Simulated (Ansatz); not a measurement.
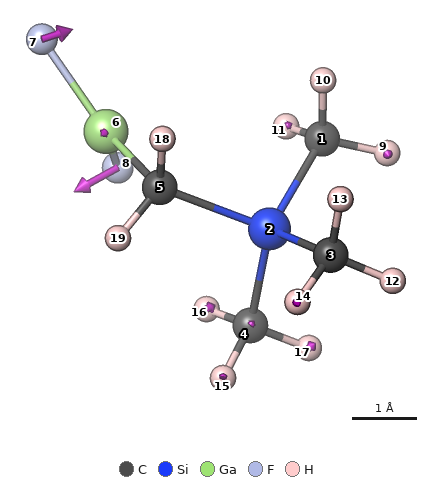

This is a relaxation of C4H11F2GaSi. The starting structure is drawn; purple arrows show the displacements, at their true length. The two geometries are superimposed by the best rigid fit.

The picture is a ball-and-stick view, seen from a free direction.

The start comes from GFN2-xTB.

All numbers below come from RKS PBE0-D4/def2-TZVP (Ansatz 0.2.0). Settings: force threshold 0.005 eV/Å; at most 150 steps.

### Which element moves most?

Fluorine: up to 0.84 Å, against 0.18 Å for hydrogen.

### Describe the change and its energy.

The largest move after the best rigid fit is that of F8, 0.84 Å. Largest moves by element: F 0.84 Å, H 0.18 Å, Ga 0.12 Å, C 0.10 Å, Si 0.06 Å. Some distances before and after: C5–Ga6 2.020 → 1.927 Å, Si2–C3 1.907 → 1.871 Å, Si2–C5 1.924 → 1.889 Å, Si2–C4 1.903 → 1.869 Å. Among the angles between lasting bonds that change: Si2–C5–Ga6 107.3° → 111.0°, Si2–C1–H11 109.4° → 112.0°, Si2–C5–H19 112.3° → 109.7°. Groups turn about C5–Ga6 by about 30°. After 19 accepted moves (25 points after the start) the energy has fallen by 0.149 eV. Largest force component: 1 eV/Å at the start, 0.0027 eV/Å at the end. The line search rejected the trial steps at points 3, 5, 13, 15, 21, 23 of the run. The run took about 110 s of wall time on a shared GPU.
